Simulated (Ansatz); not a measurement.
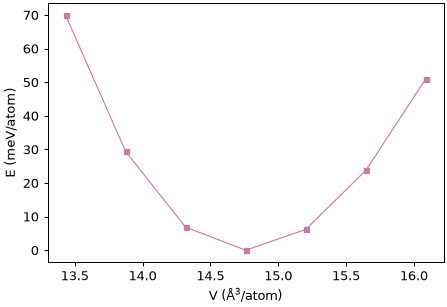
*YN (rock salt, Fm-3m) under volume change, plane-wave PAW PBE (Ansatz code), scaled uniformly.*

**Question.** What does a third-order Birch–Murnaghan fit give for V₀, B₀ and B′?

**Answer.** V₀ = 14.76 Å³/atom, B₀ = 159 GPa, B′ = 4.2.

The cell was relaxed with PBE under the symmetry of its start. The run is not spin-polarised.

Potentials: the later of the program's two PAW sets.
